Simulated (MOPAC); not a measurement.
**C3H3F3O: geometry relaxation (part 2 of 2)**

The same run, continued: C3H3F3O, SMILES FC(F)C1OC1F; AM1, closed shell (MOPAC 23.2.5). The atoms were displaced at random from an optimised geometry.

Geometry of the input (Å):
```
F  -0.1503  -1.8510  0.9946
C  0.5131  -1.0985  0.0805
F  1.8379  -1.3453  0.1974
C  0.2558  0.3601  0.3841
O  0.5224  1.2546  -0.6778
C  -0.7866  1.0610  -0.2966
F  -1.5569  0.4120  -1.2158
H  0.1863  -1.3838  -0.9244
H  0.5652  0.6669  1.3859
H  -1.3228  1.9146  0.1111
```

**Output, continued**
```
  ATOM NO.   TYPE          CHARGE      No. of ELECS.   s-Pop       p-Pop
    1          F          -0.164234        7.1642     1.92465     5.23958
    2          C           0.235667        3.7643     1.21494     2.54939
    3          F          -0.160509        7.1605     1.92457     5.23594
    4          C          -0.128481        4.1285     1.25447     2.87402
    5          O          -0.249379        6.2494     1.92284     4.32654
    6          C           0.128729        3.8713     1.22258     2.64869
    7          F          -0.127841        7.1278     1.91752     5.21033
    8          H           0.131754        0.8682     0.86825
    9          H           0.164563        0.8354     0.83544
   10          H           0.169731        0.8303     0.83027
 DIPOLE           X         Y         Z       TOTAL
 POINT-CHG.    -1.355     1.403     0.880     2.139
 HYBRID         0.097     0.064    -0.053     0.128
 SUM           -1.258     1.467     0.827     2.102

          ATOMIC ORBITAL ELECTRON POPULATIONS

     Atom    s        px        py        pz
    1  F   1.92465   1.80586   1.71817   1.71555
    2  C   1.21494   0.74501   0.85964   0.94474
    3  F   1.92457   1.36907   1.91852   1.94834
    4  C   1.25447   1.01185   0.91976   0.94240
    5  O   1.92284   1.23508   1.63507   1.45639
    6  C   1.22258   0.78901   0.95249   0.90719
    7  F   1.91752   1.74505   1.82118   1.64409
    8  H   0.86825
    9  H   0.83544
   10  H   0.83027

           MULLIKEN POPULATION ANALYSIS

        MULLIKEN POPULATIONS AND CHARGES

      NO.  ATOM   POPULATION      CHARGE
        1    F     7.182351     -0.182351
        2    C     3.795534      0.204466
        3    F     7.178369     -0.178369
        4    C     4.193745     -0.193745
        5    O     6.275449     -0.275449
        6    C     3.913901      0.086099
        7    F     7.148666     -0.148666
        8    H     0.798052      0.201948
        9    H     0.761177      0.238823
       10    H     0.752756      0.247244

 *                    *
 * JOB ENDED NORMALLY *
 *                    *

 TOTAL JOB TIME:             0.13 SECONDS

 == MOPAC DONE ==
```

**Trajectory as extended XYZ (Å, eV, eV/Å), 11 of the 42 frames kept, from step=0 to step=41**
```
10
Properties=species:S:1:pos:R:3:forces:R:3 step=0 energy=-6.63602
F    -0.1503   -1.8510    0.9946   -0.1786  -1.3628   1.1800
C     0.5131   -1.0985    0.0805   -0.2264   0.6536  -0.2119
F     1.8379   -1.3453    0.1974    1.6631  -1.0246   0.5588
C     0.2558    0.3601    0.3841    1.3978  -1.0730   2.2446
O     0.5224    1.2546   -0.6778    2.8102   1.1029  -1.9716
C    -0.7866    1.0610   -0.2966   -5.0471   0.7957  -1.0229
F    -1.5569    0.4120   -1.2158    0.1202   0.0081  -0.4255
H     0.1863   -1.3838   -0.9244   -0.5283  -0.1813  -1.4050
H     0.5652    0.6669    1.3859    0.4400   0.1965   0.5646
H    -1.3228    1.9146    0.1111   -0.4509   0.8850   0.4888
10
Properties=species:S:1:pos:R:3:forces:R:3 step=4 energy=-7.00478
F    -0.1228   -1.8838    1.0139    0.3497  -0.1747  -0.1516
C     0.5190   -1.0967    0.0751   -0.0766  -0.1244   0.4774
F     1.8528   -1.3904    0.2152    0.1565  -0.3748   0.1571
C     0.2639    0.3726    0.4018   -0.2035   0.2445  -0.0835
O     0.5236    1.2656   -0.6949   -0.0021  -0.0172   0.0206
C    -0.8391    1.0917   -0.3072   -0.3820  -0.1875  -0.0757
F    -1.5666    0.4252   -1.2433    0.2273   0.3379   0.0636
H     0.1734   -1.3744   -0.9587   -0.1093   0.0675  -0.2075
H     0.5851    0.6870    1.4126    0.1793   0.0818  -0.1390
H    -1.3435    1.9666    0.1397   -0.1392   0.1469  -0.0612
10
Properties=species:S:1:pos:R:3:forces:R:3 step=8 energy=-7.04461
F    -0.0836   -1.9138    1.0245    0.0689   0.0667  -0.1478
C     0.5241   -1.0998    0.0894    0.0969  -0.1629   0.2412
F     1.8555   -1.4264    0.2310   -0.1440   0.0791  -0.0125
C     0.2538    0.3771    0.3957   -0.1073  -0.0708   0.1760
O     0.5018    1.2676   -0.6973    0.2547   0.1117  -0.2329
C    -0.8593    1.1023   -0.3100   -0.0589   0.1143   0.3436
F    -1.5684    0.4624   -1.2647   -0.1425  -0.0292  -0.2097
H     0.1670   -1.3520   -0.9524   -0.0204  -0.0281  -0.0513
H     0.6097    0.7145    1.3877    0.0537   0.0178  -0.0484
H    -1.3619    1.9928    0.1274   -0.0011  -0.0987  -0.0584
10
Properties=species:S:1:pos:R:3:forces:R:3 step=12 energy=-7.04920
F    -0.0784   -1.9224    1.0248   -0.0111  -0.0080  -0.0076
C     0.5238   -1.1037    0.0958    0.0215   0.0404   0.0208
F     1.8557   -1.4214    0.2327   -0.0221   0.0361   0.0115
C     0.2501    0.3759    0.3984   -0.0396  -0.0522   0.0308
O     0.5034    1.2611   -0.7025    0.0286   0.0375  -0.0463
C    -0.8603    1.1034   -0.3061    0.0232  -0.0526   0.0099
F    -1.5724    0.4741   -1.2712   -0.0119  -0.0023  -0.0208
H     0.1661   -1.3522   -0.9488   -0.0071  -0.0248  -0.0133
H     0.6196    0.7230    1.3816    0.0225  -0.0082  -0.0119
H    -1.3662    1.9892    0.1252   -0.0041   0.0340   0.0269
10
Properties=species:S:1:pos:R:3:forces:R:3 step=16 energy=-7.04964
F    -0.0788   -1.9244    1.0241   -0.0013   0.0015  -0.0075
C     0.5234   -1.1043    0.0960   -0.0070   0.0074   0.0020
F     1.8558   -1.4172    0.2352    0.0024   0.0062   0.0067
C     0.2491    0.3742    0.3978   -0.0026  -0.0047  -0.0038
O     0.5039    1.2596   -0.7049   -0.0027   0.0040   0.0043
C    -0.8593    1.1030   -0.3057   -0.0102  -0.0093   0.0038
F    -1.5736    0.4767   -1.2712   -0.0099  -0.0014  -0.0110
H     0.1659   -1.3562   -0.9489    0.0104  -0.0076   0.0073
H     0.6235    0.7224    1.3789    0.0104  -0.0094  -0.0061
H    -1.3644    1.9886    0.1296    0.0106   0.0134   0.0043
10
Properties=species:S:1:pos:R:3:forces:R:3 step=20 energy=-7.04979
F    -0.0787   -1.9257    1.0234   -0.0043   0.0011   0.0011
C     0.5237   -1.1055    0.0955   -0.0002  -0.0021   0.0005
F     1.8568   -1.4150    0.2389    0.0012  -0.0057  -0.0021
C     0.2487    0.3728    0.3960    0.0010  -0.0006  -0.0005
O     0.5029    1.2590   -0.7060    0.0054  -0.0045  -0.0046
C    -0.8599    1.1032   -0.3052    0.0015   0.0016   0.0014
F    -1.5756    0.4796   -1.2715   -0.0109   0.0014   0.0031
H     0.1682   -1.3611   -0.9489    0.0148   0.0028  -0.0004
H     0.6282    0.7191    1.3759   -0.0034   0.0015   0.0003
H    -1.3607    1.9905    0.1319   -0.0050   0.0044   0.0011
10
Properties=species:S:1:pos:R:3:forces:R:3 step=25 energy=-7.04999
F    -0.0824   -1.9271    1.0160   -0.0087  -0.0002  -0.0060
C     0.5282   -1.1063    0.0941    0.0105   0.0011   0.0014
F     1.8602   -1.4149    0.2509   -0.0061   0.0020   0.0038
C     0.2499    0.3720    0.3923    0.0007   0.0035   0.0015
O     0.5018    1.2555   -0.7125   -0.0158   0.0019   0.0081
C    -0.8598    1.1049   -0.3045   -0.0038  -0.0037   0.0001
F    -1.5845    0.4832   -1.2650    0.0051  -0.0035  -0.0014
H     0.1863   -1.3619   -0.9545   -0.0048   0.0037  -0.0012
H     0.6297    0.7194    1.3717    0.0094   0.0053  -0.0035
H    -1.3561    1.9948    0.1342    0.0133  -0.0101  -0.0027
10
Properties=species:S:1:pos:R:3:forces:R:3 step=29 energy=-7.05021
F    -0.0930   -1.9258    1.0015    0.0048  -0.0033   0.0007
C     0.5346   -1.1041    0.0919   -0.0348  -0.0039  -0.0028
F     1.8630   -1.4167    0.2669   -0.0007  -0.0066  -0.0003
C     0.2558    0.3740    0.3895    0.0137  -0.0017  -0.0018
O     0.4976    1.2539   -0.7204    0.0302   0.0069  -0.0170
C    -0.8600    1.1030   -0.3013    0.0068   0.0010  -0.0004
F    -1.5917    0.4799   -1.2552   -0.0054  -0.0115   0.0002
H     0.2037   -1.3543   -0.9620    0.0175  -0.0007   0.0016
H     0.6441    0.7261    1.3636    0.0067   0.0013   0.0070
H    -1.3477    1.9953    0.1387   -0.0387   0.0185   0.0128
10
Properties=species:S:1:pos:R:3:forces:R:3 step=33 energy=-7.05071
F    -0.1142   -1.9235    0.9705   -0.0056   0.0044   0.0041
C     0.5445   -1.0989    0.0864    0.0036   0.0012  -0.0011
F     1.8654   -1.4213    0.2993   -0.0057  -0.0060  -0.0027
C     0.2690    0.3802    0.3831    0.0036   0.0030  -0.0036
O     0.4923    1.2524   -0.7372   -0.0065   0.0054   0.0025
C    -0.8587    1.1027   -0.2953    0.0029   0.0053   0.0047
F    -1.6047    0.4677   -1.2305    0.0055   0.0053  -0.0012
H     0.2451   -1.3378   -0.9791    0.0072  -0.0137  -0.0027
H     0.6735    0.7377    1.3487    0.0033   0.0038  -0.0019
H    -1.3438    1.9980    0.1441   -0.0083  -0.0086   0.0017
10
Properties=species:S:1:pos:R:3:forces:R:3 step=37 energy=-7.05097
F    -0.1361   -1.9171    0.9399   -0.0037   0.0017   0.0059
C     0.5571   -1.0951    0.0799    0.0006   0.0030  -0.0008
F     1.8677   -1.4289    0.3340    0.0085  -0.0029   0.0034
C     0.2839    0.3854    0.3734    0.0031  -0.0005  -0.0014
O     0.4833    1.2543   -0.7538    0.0039   0.0009  -0.0043
C    -0.8589    1.1005   -0.2872    0.0007  -0.0007  -0.0014
F    -1.6169    0.4583   -1.2077   -0.0059   0.0030  -0.0042
H     0.2913   -1.3309   -0.9952   -0.0034   0.0044  -0.0019
H     0.7057    0.7499    1.3290    0.0004  -0.0050   0.0020
H    -1.3416    1.9944    0.1573   -0.0042  -0.0039   0.0027
10
Properties=species:S:1:pos:R:3:forces:R:3 step=41 energy=-7.05100
F    -0.1344   -1.9164    0.9435   -0.0004  -0.0004   0.0002
C     0.5564   -1.0956    0.0803   -0.0003   0.0002  -0.0002
F     1.8678   -1.4293    0.3311    0.0005  -0.0001  -0.0001
C     0.2833    0.3847    0.3735    0.0000   0.0000   0.0003
O     0.4836    1.2551   -0.7522    0.0000   0.0003   0.0000
C    -0.8592    1.0999   -0.2878    0.0001   0.0001   0.0003
F    -1.6158    0.4598   -1.2108    0.0002  -0.0002  -0.0001
H     0.2870   -1.3318   -0.9938    0.0001  -0.0006  -0.0002
H     0.7033    0.7477    1.3305    0.0001   0.0004  -0.0001
H    -1.3436    1.9919    0.1588   -0.0002   0.0002   0.0000
```

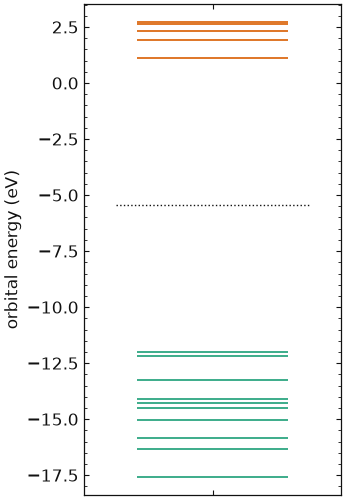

Orbital energies near the frontier; the dotted line parts filled from empty levels, and levels within 0.02 eV of each other stand side by side. Highest filled −12.00 eV, lowest empty 1.13 eV, 13.13 eV apart.

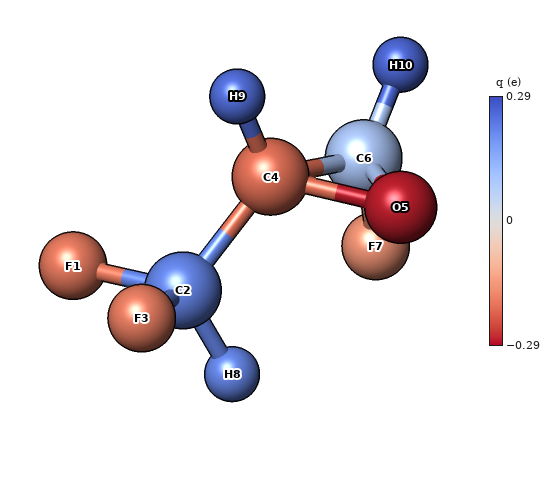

Mulliken charges, as the colour of each atom (ball-and-stick view, seen at a tilt; atoms are numbered from 1 in the order of the input). By element: F −0.18 to −0.15, C −0.19 to +0.20, O −0.28 and H +0.20 to +0.25 e.

**Key numbers**

```csv
quantity,value
outcome,converged
total energy,−80.874551 hartree
dispersion energy,0.000000 hartree
heat of formation,−162.60 kcal/mol
basis functions,31
largest force,0.001 eV/Å
HOMO,−12.00 eV
LUMO,1.13 eV
dipole moment,2.10 D
hardware,"1 thread of Arm Neoverse V1, 24 GiB of memory available, shared host"
peak memory,0.071 GiB
```

MOPAC's energies along a path are heats of formation.
